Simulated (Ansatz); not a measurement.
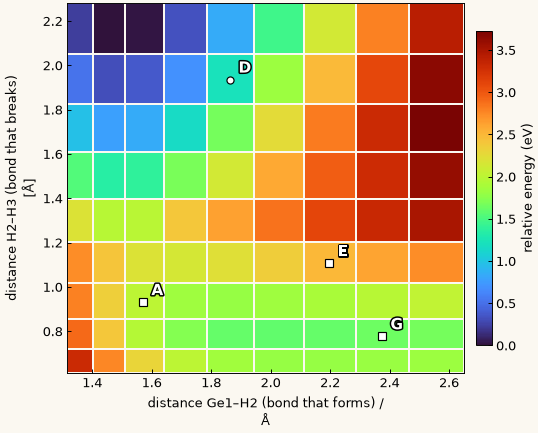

The reacting system GeH₄ (fragments GeH₂ + H₂ where the first distance is long, GeH₄ where the second is long). Coordinates scanned: (1) distance Ge1–H2 (bond that forms); (2) distance H2–H3 (bond that breaks). Relaxed at each point: all other coordinates. The grid has 9 × 9 points. Points are written as (first, second). Energies are in eV, from the lowest grid point. Energies and slopes of some neighbouring points disagree (a jump in structure or state, or too coarse a mesh). The reference is spin-restricted, so regions where a bond is pulled apart into radicals lie too high. The calculation used Ansatz 0.2.0, RKS wB97X-V/def2-TZVP.

In the figure: one coloured cell a grid point, lettered points.

Q: Is E the lowest point of the computed grid?

A: No. E lies 2.49 eV above the lowest grid point, which is at (1.448 Å, 2.166 Å).

Q: Rank the lettered points by energy, lowest first.

A: D (1.21 eV), G (1.64 eV), A (2.00 eV), E (2.49 eV).
